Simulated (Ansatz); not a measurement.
# CHGa (triplet): RPA-PBE over vertical spin and charge gaps, cc-pVDZ

Aim: run CHGa (triplet) with these functionals over vertical spin and charge gaps, and hold them against the top wave-function level at the same points.

Method: cc-pVDZ, all electrons in the functionals, frozen cores in the correlation of double hybrids and RPA; program: Ansatz 0.2.0, Gaussian basis.

The runs, in order: RPA-PBE, at charge 0, triplet; charge 0, singlet; charge 0, quintet; charge 1, doublet; charge 1, quartet.

11 further runs of the same task are left out: 4 for a known fault of the program, 1 that didn't finish, 6 set aside as unsound or not needed. Runs told in other sessions of the task aren't counted.

## Step 1: What is computed

The geometry is a PBE0/def2-TZVP stationary point (not a proven minimum). No spin-orbit coupling is included. The filled d shell of Ga may be among the frozen orbitals whatever the setting's name suggests.

3 atoms, charge 0, spin multiplicity 3.

Atoms are counted from 1 here; the program's logs count them from 0.

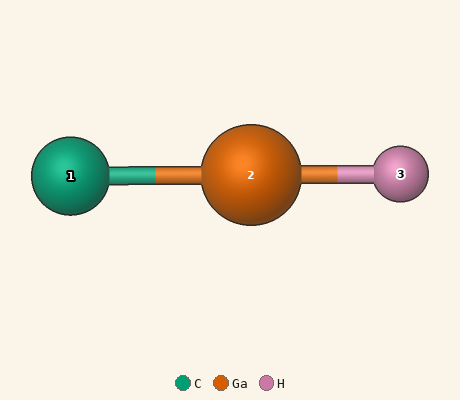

The structure; carbon teal, gallium orange, hydrogen pink; atoms are numbered from 1 in the order of the file.

No dispersion term is added.

The geometry shown and the zero of energy belong to the point charge 0, triplet. The yardstick, FCI, and other wave-function levels (R restricted, U unrestricted, valence and pair active spaces) come from earlier runs.

## Step 2: RPA-PBE, charge 0, triplet

File in.yaml:

```yaml
crystal:
  periodic: [false, false, false]
  atoms:
    - {symbol: C, position_ang: [0.000000, 0.000000, 1.791800]}
    - {symbol: Ga, position_ang: [0.000000, 0.000000, -0.109800]}
    - {symbol: H, position_ang: [0.000000, 0.000000, -1.682000]}
basis:
  gaussian: {orbitals: cc-pVDZ}
magnetization: {spin_polarized: true, initial_magnetization: 2}
hamiltonian: {xc: {name: PBE}}
correlation: {method: rpa, electrons: outside_noble_gas}
```

Run with:

```console
$ ansatz run in.yaml --threads 1 --pin off --events-out ev --progress --plain --max-ram 3328MiB --backend cpu
```

Log:

```text
Functional definition: PBE
  name "PBE"
  cite "Perdew, Burke & Ernzerhof, Phys. Rev. Lett. 77, 3865 (1996) doi:10.1103/PhysRevLett.77.3865"
  parent pbe
  parameter kappa = 0.804
  parameter beta = 0.06672455060314922
  exchange = pbe_x(kappa = kappa, mu = beta*pi^2/3)
  correlation = pbe_c(beta = beta)
499 factors; integrals over basis functions are off by at most 9.9e-4 eV
mean field evaluation 1: about -53409.8991 eV, gradient 2.8e1 eV
mean field evaluation 2: about -53409.8958 eV, gradient 2.8e1 eV
mean field evaluation 4: about -53413.9744 eV, gradient 1.1e1 eV
mean field evaluation 8: about -53415.3270 eV, gradient 1.8e-1 eV
mean field evaluation 16: about -53415.3273 eV, gradient 9.5e-6 eV
mean field evaluation 32: about -53413.5290 eV, gradient 7.8e0 eV
mean field evaluation 64: about -53415.3273 eV, gradient 9.6e-6 eV
mean field -53415.32731279 eV, -1962.9770725359 hartree, gradient 9.6e-6 eV, S^2 2.004031; 3 other end points of the search recorded, 0 dependent functions left out
15 core orbitals not correlated: weight in the atoms' cores, before any rotation towards them, 0.977 or more for the frozen orbitals, at most 0.017 for the correlated occupied ones
reference -53373.74204602 eV, -1961.4488421697 hartree; 5, 3 occupied and 26, 28 virtual orbitals, 499 factors
Total energy: -53381.77581733 eV, -1961.7440778198 hartree
```

It took 2.3 s on 1 thread of AMD EPYC 7R13, shared host.

From the report: ⟨S²⟩ of the determinant 2.004 (pure triplet: 2.00).

## Step 3: RPA-PBE, charge 0, singlet

in.yaml: that of step 2 with these lines changed.

```diff
@@ -8,3 +8,3 @@
   gaussian: {orbitals: cc-pVDZ}
-magnetization: {spin_polarized: true, initial_magnetization: 2}
+magnetization: {spin_polarized: true, initial_magnetization: 0}
 hamiltonian: {xc: {name: PBE}}
```

Same command.

Log (excerpt; [...] marks lines left out):

```text
Functional definition: PBE
  name "PBE"
  cite "Perdew, Burke & Ernzerhof, Phys. Rev. Lett. 77, 3865 (1996) doi:10.1103/PhysRevLett.77.3865"
  parent pbe
[...]
499 factors; integrals over basis functions are off by at most 9.9e-4 eV
[...]
mean field -53415.03388893 eV, -1962.9662894077 hartree, gradient 8.9e-7 eV, S^2 1.003167; 10 other end points of the search recorded, 0 dependent functions left out
15 core orbitals not correlated: weight in the atoms' cores, before any rotation towards them, 0.981 or more for the frozen orbitals, at most 0.014 for the correlated occupied ones
reference -53373.28473828 eV, -1961.4320364202 hartree; 4, 4 occupied and 27, 27 virtual orbitals, 499 factors
Total energy: -53381.44743253 eV, -1961.7320099007 hartree
```

It took 8 s on 1 thread of AMD EPYC 7R13, shared host.

From the report: ⟨S²⟩ of the determinant 1.003 (pure singlet: 0.00). The determinant of RPA-PBE (⟨S²⟩ 1.00) is far from a pure spin state, so its energy mixes those of several spin states; that is harmless only where they are near-degenerate.

From charge 0, triplet: +7.6 kcal/mol.

## Step 4: RPA-PBE, charge 0, quintet

in.yaml: that of step 3 with these lines changed.

```diff
@@ -8,3 +8,3 @@
   gaussian: {orbitals: cc-pVDZ}
-magnetization: {spin_polarized: true, initial_magnetization: 0}
+magnetization: {spin_polarized: true, initial_magnetization: 4}
 hamiltonian: {xc: {name: PBE}}
```

Same command.

Log (excerpt; [...] marks lines left out):

```text
Functional definition: PBE
  name "PBE"
  cite "Perdew, Burke & Ernzerhof, Phys. Rev. Lett. 77, 3865 (1996) doi:10.1103/PhysRevLett.77.3865"
  parent pbe
[...]
499 factors; integrals over basis functions are off by at most 9.9e-4 eV
[...]
mean field -53412.23002841 eV, -1962.8632494341 hartree, gradient 8.0e-6 eV, S^2 6.002671; 12 other end points of the search recorded, 0 dependent functions left out
15 core orbitals not correlated: weight in the atoms' cores, before any rotation towards them, 0.971 or more for the frozen orbitals, at most 0.025 for the correlated occupied ones
reference -53372.39608704 eV, -1961.3993790892 hartree; 6, 2 occupied and 25, 29 virtual orbitals, 499 factors
Total energy: -53378.92917225 eV, -1961.6394655425 hartree
```

Run time: 4.7 s. Hardware: 1 thread of AMD EPYC 7R13, shared host.

From the report: ⟨S²⟩ of the determinant 6.003 (pure quintet: 6.00).

From charge 0, triplet: +65.6 kcal/mol.

## Step 5: RPA-PBE, charge 1, doublet

in.yaml: that of step 4 with these lines changed.

```diff
@@ -8,3 +8,4 @@
   gaussian: {orbitals: cc-pVDZ}
-magnetization: {spin_polarized: true, initial_magnetization: 4}
+total_charge: 1
+magnetization: {spin_polarized: true, initial_magnetization: 1}
 hamiltonian: {xc: {name: PBE}}
```

Same command.

Log (excerpt; [...] marks lines left out):

```text
Functional definition: PBE
  name "PBE"
  cite "Perdew, Burke & Ernzerhof, Phys. Rev. Lett. 77, 3865 (1996) doi:10.1103/PhysRevLett.77.3865"
  parent pbe
[...]
499 factors; integrals over basis functions are off by at most 9.9e-4 eV
[...]
mean field -53406.40151794 eV, -1962.6490556254 hartree, gradient 2.1e-6 eV, S^2 1.379749; 15 other end points of the search recorded, 0 dependent functions left out
15 core orbitals not correlated: weight in the atoms' cores, before any rotation towards them, 0.977 or more for the frozen orbitals, at most 0.019 for the correlated occupied ones
reference -53366.43652278 eV, -1961.1803691424 hartree; 4, 3 occupied and 27, 28 virtual orbitals, 499 factors
Total energy: -53373.05462799 eV, -1961.4235800229 hartree
```

Wall time 6.5 s (1 thread of AMD EPYC 7R13, shared host).

From the report: ⟨S²⟩ of the determinant 1.380 (pure doublet: 0.75). The determinant of RPA-PBE (⟨S²⟩ 1.38) is far from a pure spin state, so its energy mixes those of several spin states; that is harmless only where they are near-degenerate.

From charge 0, triplet: +201.1 kcal/mol.

## Step 6: RPA-PBE, charge 1, quartet

in.yaml: that of step 5 with these lines changed.

```diff
@@ -9,3 +9,3 @@
 total_charge: 1
-magnetization: {spin_polarized: true, initial_magnetization: 1}
+magnetization: {spin_polarized: true, initial_magnetization: 3}
 hamiltonian: {xc: {name: PBE}}
```

Same command.

Log (excerpt; [...] marks lines left out):

```text
Functional definition: PBE
  name "PBE"
  cite "Perdew, Burke & Ernzerhof, Phys. Rev. Lett. 77, 3865 (1996) doi:10.1103/PhysRevLett.77.3865"
  parent pbe
[...]
499 factors; integrals over basis functions are off by at most 9.9e-4 eV
[...]
mean field -53406.69628967 eV, -1962.6598882865 hartree, gradient 7.2e-7 eV, S^2 3.751575; 0 other end points of the search recorded, 0 dependent functions left out
15 core orbitals not correlated: weight in the atoms' cores, before any rotation towards them, 0.977 or more for the frozen orbitals, at most 0.018 for the correlated occupied ones
reference -53367.30431203 eV, -1961.2122598089 hartree; 5, 2 occupied and 26, 29 virtual orbitals, 499 factors
Total energy: -53373.39015841 eV, -1961.4359105384 hartree
```

It took 1.4 s on 1 thread of AMD EPYC 7R13, shared host.

From the report: ⟨S²⟩ of the determinant 3.752 (pure quartet: 3.75).

From charge 0, triplet: +193.4 kcal/mol.

## Step 7: The comparison

The yardstick is full CI for this spin, exact in this basis with these frozen cores. It comes from earlier runs at the same points. Energies in kcal/mol, counted from charge 0, triplet; blanks weren't run or aren't comparable.

```tsv
level	triplet to singlet	triplet to quintet	ionisation to the doublet cation	ionisation to the quartet cation
FCI		61.2	197.9	182.7
RPA-PBE	7.6	65.6	201.1	193.4
```

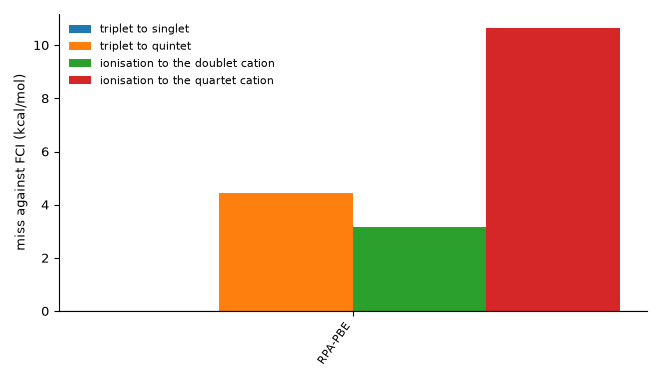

Misses of the gaps against FCI.

Largest miss and mean time a point (FCI took 54 s a point; shared hosts):

```tsv
level	largest miss (kcal/mol)	where	time a point
RPA-PBE	+10.7	ionisation to the quartet cation	4.6 s
```

## Step 8: Results

| quantity | value |
| --- | --- |
| triplet to quintet, FCI | 61.2 kcal/mol |
| ionisation to the doublet cation, FCI | 197.9 kcal/mol |
| ionisation to the quartet cation, FCI | 182.7 kcal/mol |
| largest miss, RPA-PBE | +10.7 kcal/mol (ionisation to the quartet cation) |

Misses are known at 3 of 4 points at best, and only functionals with that many are ranked. RPA-PBE strays by up to 10.7 kcal/mol, at ionisation to the quartet cation. RPA-PBE clearly breaks the spin symmetry at some points (⟨S²⟩ up to 1.00 above the pure value), so energy there is bought with a mixed spin. Functionals and the yardstick converge differently with the basis, so part of each miss in cc-pVDZ is the basis.
